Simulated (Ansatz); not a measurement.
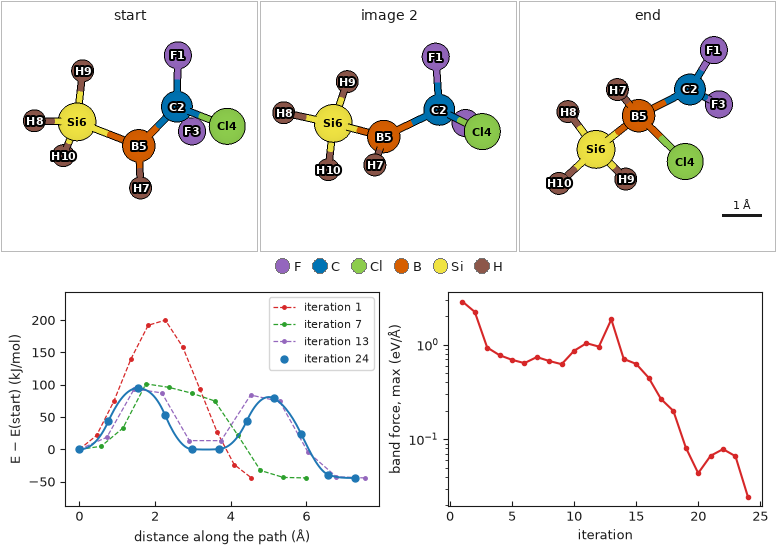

A nudged-elastic-band calculation for CH$_{4}$BClF$_{2}$Si. Images are numbered from 0 (start) to 10 (end). The plot follows the band through its iterations. The picture is a ball-and-stick view, seen at a tilt.

Level of theory: RKS PBE/STO-3G (Ansatz). Run with 9 movable images; climbing image; force threshold 0.05 eV/Å; iteration limit 60; starting path by image-dependent pair potential.

**Did the band converge, and can the barrier be trusted?**

The run is converged, with reservations. The band converged in 24 iterations. The largest component of the band force went from 2.9 to 0.025 eV/Å. The climbing image converged on the top of the path. Its vibrational analysis gives one imaginary mode (172i cm⁻¹), as a transition state must have. The first iteration put the highest image at 200.0 kJ/mol. The energy climbs by 94.7 kJ/mol to image 2 and then falls by 138.8 kJ/mol, so the end point sits at −44.2 kJ/mol.

Limits of the set-up: STO-3G is a minimal basis, so the numbers are rough.
